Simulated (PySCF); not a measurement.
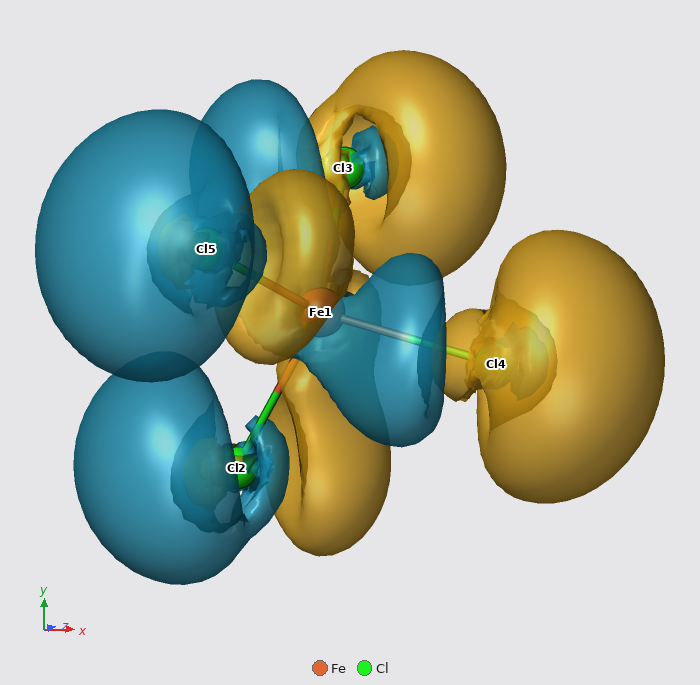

Figure. [FeCl4]- (Cl₄Fe, charge −1, sextet). Change of the electron density in a uniform field of 0.10 V/Å, surfaces at ±0.0005 e/Å³ (yellow: gain, teal: loss).

PySCF calculation, r2SCAN/def2-SVPD, gas phase; geometry: GFN2-xTB. This is a single-reference result, which may miss multireference character in this system. No frequency check shows the geometry to be a minimum. For an anion such functionals hold the outermost electrons too loosely, so the response is rough. The stability of the open-shell solution wasn't checked. GFN2-xTB bond lengths at metals and heavier atoms can be off by up to 0.1 Å and shapes distorted, which carries into these values. GFN2-xTB doesn't know the spin state, so this open-shell geometry is rough.

Geometry (Å), atoms numbered from 1:

```
Fe1     -0.0002    0.0003    0.0008
Cl2     -0.6134   -1.6674   -1.2556
Cl3      0.6136    1.6671   -1.2559
Cl4      1.6684   -0.6131    1.2552
Cl5     -1.6683    0.6131    1.2551
```

Question: Along which Cartesian direction does the field point?

Answer: Along −x: electrons gather on the +x side, against the field.

Question: What dipole is induced, and what polarisability does it imply?

Answer: The induced dipole is 0.54 D (along the field); α along this axis, from the fields in both directions, is 106 bohr³ (15.6 Å³).

Question: Which atoms gain and lose the most charge?

Answer: Electrons gather most on Cl4 (Hirshfeld charge changes by −0.013 e) and leave Cl5 most (+0.013 e); 0.038 electrons are displaced in all.

The PySCF run took 5 min on 1 thread of Arm Neoverse V2, on a shared host, peak memory 0.61 GiB.
